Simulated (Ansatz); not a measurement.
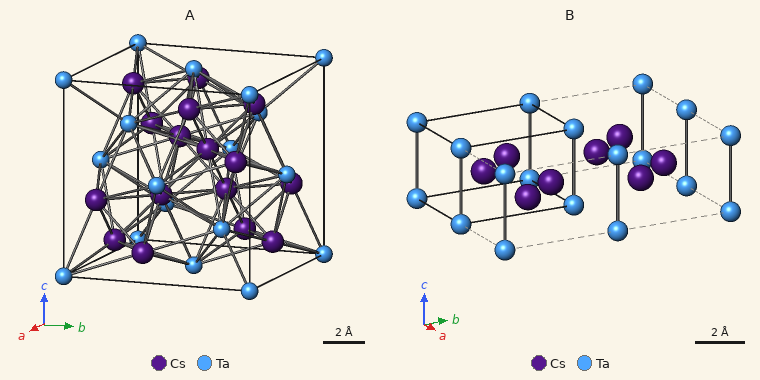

Two structures of Cs2Ta, each relaxed to rest (conventional cells in solid outline, small ones repeated, not to one scale). Method: DFT PBE, scalar-relativistic, plane waves, PAW (Ansatz), without spin polarisation.

What are A and B?

A: cubic Laves phase (C15, MgCu₂ type), Fd-3m. B: AlB₂ type, P6/mmm.

Which is the more stable form at this level of theory?

B is lower, by 459 meV/atom at this level of theory (energies at zero smearing). Volumes: A 39.2, B 41.8 Å³/atom.

One or both may be structure types tried for this composition rather than known phases.
